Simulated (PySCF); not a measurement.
## Electronic structure of C3H10AlClO (SMILES CC[O+](C)[AlH2-][Cl]) in real space

```xyz
16

C     1.8157   -0.6558   -0.4288
C     0.8313   -0.4213    0.7077
O    -0.4258    0.0676    0.2560
C    -1.2465   -0.8812   -0.3947
Al   -1.1442    1.8306    0.2055
Cl    0.2154    3.0068    1.1783
H     1.4995   -1.4740   -1.0712
H     2.7903   -0.9017   -0.0168
H     1.9041    0.2501   -1.0245
H     1.2124    0.3590    1.3714
H     0.6721   -1.3400    1.2857
H    -0.7966   -1.2289   -1.3258
H    -2.1791   -0.3632   -0.6176
H    -1.4450   -1.7306    0.2640
H    -2.4815    1.5131    0.9450
H    -1.2297    1.9784   -1.3457
```

Geometry: GFN2-xTB.

These are results of PySCF, PBE0/pcSseg-1, SCF density, gas phase, non-relativistic, not measurements.

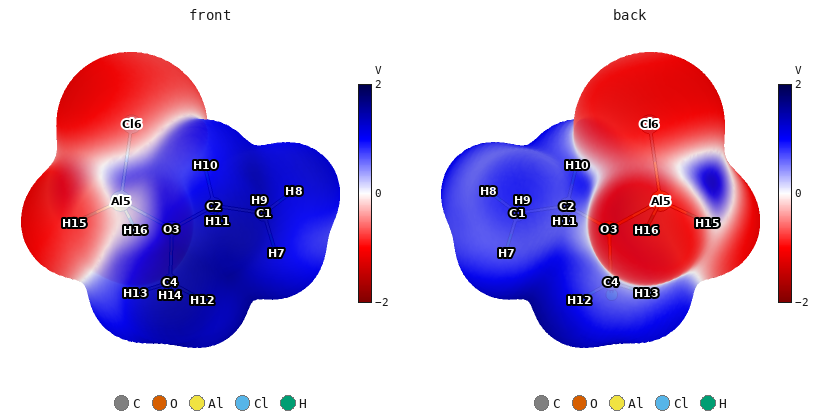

Figure 1. The electrostatic potential painted on the density surface at 0.002 e/bohr³, seen from the front and from behind; red is negative and blue positive.

Which sites attract a positive test charge, and which a negative one?

A positive charge is drawn to the negative regions and a negative charge to the positive ones. The most negative region (about −1.2 V, or −28 kcal/mol for a unit charge) lies over Cl6, H15 and H16, the most positive (about +1.6 V, or +37 kcal/mol for a unit charge) over the C and H atoms.

What dipole moment does the calculation give?

Its dipole moment is 6.27 D.

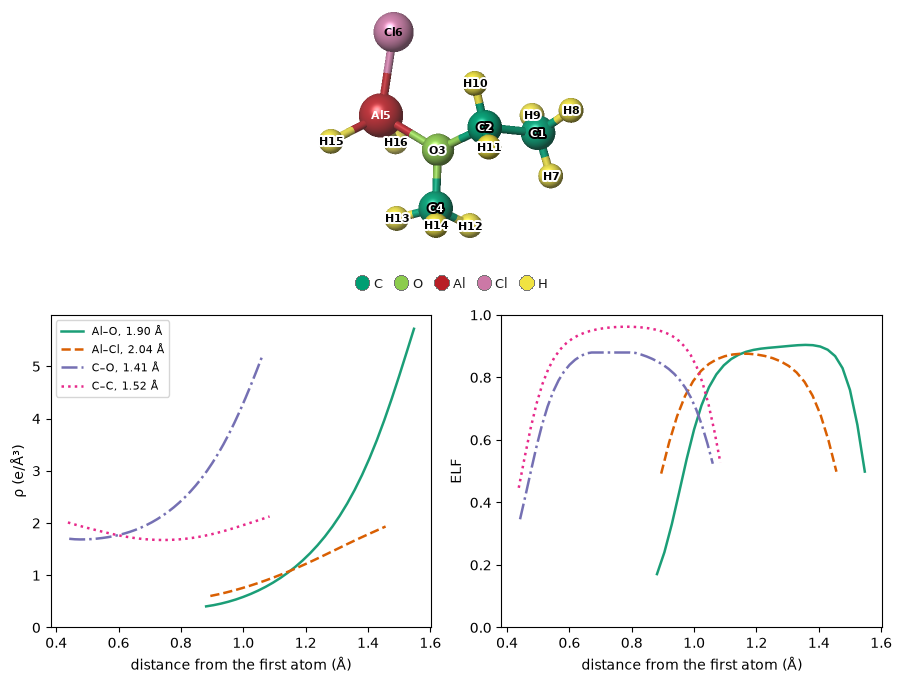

Figure 2. Total electron density and ELF along straight lines between neighbouring atoms. The curves leave out the atomic cores. The structure is drawn too.

Compare the contacts.

Al–O (1.90 Å): ρ at the midpoint is about 0.49 e/Å³; the ELF peaks at about 0.90 in the valence shell of O, 0.5 Å from its nucleus, and is about 0.45 at the midpoint.
Al–Cl (2.04 Å): ρ is about 0.8 e/Å³ halfway; the ELF peaks at about 0.90 in the valence shell of Cl, 0.9 Å from its nucleus, and is about 0.80 at the midpoint.
C–O (1.41 Å): ρ at the midpoint is about 2 e/Å³, with its minimum of 1.7 e/Å³ about 0.5 Å from C; the ELF peaks at about 0.90 between the atoms: a shared but strongly polarised pair.
C–C (1.52 Å): the density is about 1.7 e/Å³ at the midpoint; the ELF peaks at about 0.95 between the atoms: a shared electron pair.
